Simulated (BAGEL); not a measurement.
# BNH2ClF (SMILES NB(F)Cl) at HF/3-21G (density fitting with qzvpp-jkfit)

Aim: the vertical ionisation energy of BNH2ClF at HF/3-21G (density fitting with qzvpp-jkfit), from 2 runs. 

The results are computed with BAGEL 1.2.2.

1 further run of the same task is left out (set aside as unsound or not needed).

### Step 1. The system as given

BNH2ClF: 6 atoms, total charge 0, spin state singlet. SMILES: `NB(F)Cl`. The shape is that of a PBE0-D4/def2-TZVP optimisation.

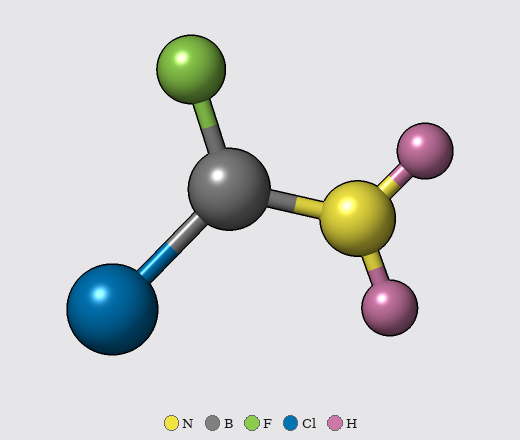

The structure, seen from a chosen angle (nitrogen yellow, boron grey, fluorine green, chlorine blue, hydrogen pink).

### Step 2. The energy at HF/3-21G (density fitting with qzvpp-jkfit)

File input.json:

```json
{ "bagel" : [

{
  "title" : "molecule",
  "basis" : "3-21g",
  "df_basis" : "qzvpp-jkfit",
  "angstrom" : true,
  "geometry" : [
    { "atom" : "N", "xyz" : [    0.003800,    0.770700,    0.025500 ] },
    { "atom" : "B", "xyz" : [    0.054900,   -0.615400,    0.062700 ] },
    { "atom" : "F", "xyz" : [    0.564800,   -1.245700,    1.114600 ] },
    { "atom" : "Cl", "xyz" : [   -0.552600,   -1.588800,   -1.279200 ] },
    { "atom" : "H", "xyz" : [   -0.374400,    1.278900,   -0.752600 ] },
    { "atom" : "H", "xyz" : [    0.345800,    1.336500,    0.782800 ] }
  ]
},
{
  "title" : "hf"
},
{
  "title" : "print",
  "file" : "orbitals.molden",
  "orbitals" : true
}

]}
```

Command:

```bash
$ BAGEL_NUM_THREADS=1 BAGEL input.json > input.out
```

Standard output:

```text
* using 1 threads per process

  ===============================================================
  ===============================================================

  *** Geometry ***

  { "atom" : "N", "xyz" : [      0.007181,      1.456412,      0.048188 ] },
  { "atom" : "B", "xyz" : [      0.103746,     -1.162937,      0.118486 ] },
  { "atom" : "F", "xyz" : [      1.067317,     -2.354032,      2.106289 ] },
  { "atom" : "Cl", "xyz" : [     -1.044263,     -3.002397,     -2.417338 ] },
  { "atom" : "H", "xyz" : [     -0.707513,      2.416771,     -1.422208 ] },
  { "atom" : "H", "xyz" : [      0.653467,      2.525619,      1.479278 ] },

  Number of auxiliary basis functions:      393

  Since a DF basis is specified, we compute 2- and 3-index integrals:
    o Being stored without compression. Storage requirement is 0.006 GB

  Number of basis functions:       44
  Number of electrons      :       40

    * METHOD: MOLECULE                             0.08

  *** RHF ***

  === Nuclear Repulsion ===
   143.1489945508

      * DIIS with orbital gradients will be used.

  === RHF iteration (3-21g) ===
      0       -636.09289306          0.02951463           0.02
      1       -636.19481593          0.01489820           0.02
      2       -636.22117676          0.00137620           0.02
      3       -636.22164322          0.00036536           0.02
      4       -636.22167408          0.00009680           0.02
      5       -636.22167615          0.00002573           0.02
      6       -636.22167643          0.00001215           0.02
      7       -636.22167648          0.00000241           0.02
      8       -636.22167648          0.00000087           0.02
      9       -636.22167648          0.00000029           0.02
     10       -636.22167648          0.00000009           0.02
     11       -636.22167648          0.00000003           0.02
     12       -636.22167648          0.00000001           0.02
    * SCF iteration converged.

    * Permanent dipole moment:
           (   -0.067824,    -1.443953,    -0.219181) a.u.

    * METHOD: HF                                   0.28

    * METHOD: PRINT                                0.00

  ===============================================================
```

It took 0.52 s on 1 thread of Arm Neoverse V2, shared host.

### Step 3. The doublet cation

File input.json:

```json
{ "bagel": [

{
  "title": "molecule",
  "basis": "3-21g",
  "df_basis": "qzvpp-jkfit",
  "angstrom": "true",
  "geometry": [
    { "atom": "N", "xyz": [       0.003800,       0.770700,       0.025500 ] },
    { "atom": "B", "xyz": [       0.054900,      -0.615400,       0.062700 ] },
    { "atom": "F", "xyz": [       0.564800,      -1.245700,       1.114600 ] },
    { "atom": "Cl", "xyz": [      -0.552600,      -1.588800,      -1.279200 ] },
    { "atom": "H", "xyz": [      -0.374400,       1.278900,      -0.752600 ] },
    { "atom": "H", "xyz": [       0.345800,       1.336500,       0.782800 ] }
  ]
},

{
  "title": "uhf",
  "charge": 1,
  "nopen": 1
},

{
  "title": "print",
  "file": "orbitals.molden",
  "orbitals": "true"
}

]}
```

Command:

```bash
$ BAGEL_NUM_THREADS=1 BAGEL input.json > input.out
```

Standard output:

```text
* using 1 threads per process

  ===============================================================
  ===============================================================

  *** Geometry ***

  { "atom" : "N", "xyz" : [      0.007181,      1.456412,      0.048188 ] },
  { "atom" : "B", "xyz" : [      0.103746,     -1.162937,      0.118486 ] },
  { "atom" : "F", "xyz" : [      1.067317,     -2.354032,      2.106289 ] },
  { "atom" : "Cl", "xyz" : [     -1.044263,     -3.002397,     -2.417338 ] },
  { "atom" : "H", "xyz" : [     -0.707513,      2.416771,     -1.422208 ] },
  { "atom" : "H", "xyz" : [      0.653467,      2.525619,      1.479278 ] },

  Number of auxiliary basis functions:      393

  Since a DF basis is specified, we compute 2- and 3-index integrals:
    o Being stored without compression. Storage requirement is 0.006 GB

  Number of basis functions:       44
  Number of electrons      :       40

    * METHOD: MOLECULE                             0.08

  *** Open-shell HF ***

  === Nuclear Repulsion ===
   143.1489945508

      * DIIS with orbital gradients will be used.

  === UHF iteration (3-21g) ===
      0       -635.70297513          0.05007920           0.03
      1       -635.80643845          0.03028761           0.03
      2       -635.82856705          0.01852359           0.03
      3       -635.83981393          0.00160810           0.03
      4       -635.84089080          0.00084374           0.03
      5       -635.84132515          0.00052181           0.03
      6       -635.84155601          0.00016009           0.03
      7       -635.84159293          0.00008404           0.03
      8       -635.84160251          0.00003230           0.03
      9       -635.84160584          0.00001180           0.03
     10       -635.84160631          0.00000465           0.03
     11       -635.84160641          0.00000174           0.03
     12       -635.84160643          0.00000075           0.03
     13       -635.84160644          0.00000032           0.03
     14       -635.84160644          0.00000013           0.03
     15       -635.84160644          0.00000007           0.03
     16       -635.84160644          0.00000003           0.03
     17       -635.84160644          0.00000001           0.03
     18       -635.84160644          0.00000001           0.03
    * SCF iteration converged.

    * S^2 (UHF) is 0.7605

    * Permanent dipole moment:
           (   -0.117245,    -3.428925,    -0.426347) a.u.

    * METHOD: UHF                                  0.67

    * METHOD: PRINT                                0.00

  ===============================================================
```

Run time: 0.92 s. Hardware: 1 thread of Arm Neoverse V2, shared host.

### Step 4. What came out

Level: HF/3-21G (density fitting with qzvpp-jkfit).

| quantity | value |
| --- | --- |
| singlet BNH2ClF: total energy | -636.22168 Eh |
| singlet BNH2ClF: dipole moment | 3.72 D |
| singlet BNH2ClF: HOMO energy | -12.07 eV |
| singlet BNH2ClF: LUMO energy | 5.43 eV |
| singlet BNH2ClF: HOMO–LUMO gap | 17.50 eV |
| doublet cation: total energy | -635.84161 Eh |
| doublet cation: ⟨S²⟩ | 0.760 |
| vertical ionisation energy (to the doublet cation) | 10.342 eV |

What this shows: The vertical ionisation energy comes to 10.34 eV (238 kcal/mol). The negative HOMO energy of the first species, 12.07 eV, lies 1.73 eV above that difference.
